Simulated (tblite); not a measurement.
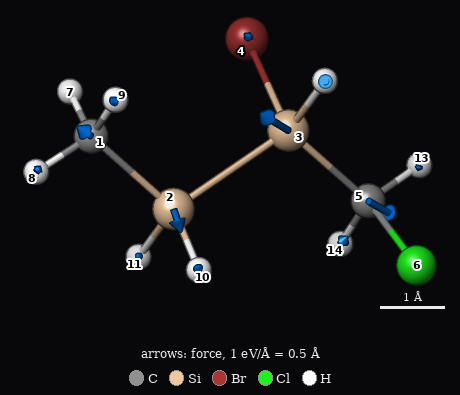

Starting geometry of C2H8BrClSi2 with the computed forces as blue arrows. A ball-and-stick model, seen at a tilt.

All numbers below come from tblite, GFN2-xTB geometry optimisation, gas phase. 

Question: Is this structure relaxed? If not, where do the atoms go?

Answer: It isn't relaxed: the largest force vector, on a Si atom, is 1.79 eV/Å. The final displacements have little in common with the starting forces (cosine between the two patterns 0.23). After 67 geometry steps the energy has fallen by 0.161 eV. An H atom moves most after the best rigid fit: 0.26 Å. Largest moves by element: H 0.26 Å, Cl 0.24 Å, Si 0.09 Å, Br 0.09 Å, C 0.08 Å. Some distances before and after: C–Si 1.844 → 1.911 Å, Br–Si 2.216 → 2.250 Å, C–Si 1.864 → 1.897 Å, H–Si 1.490 → 1.465 Å. Bond angles that change, for instance: Si–Si–H 111.2° → 120.8°, Br–Si–H 107.4° → 100.8°, Br–Si–C 108.1° → 102.4°.
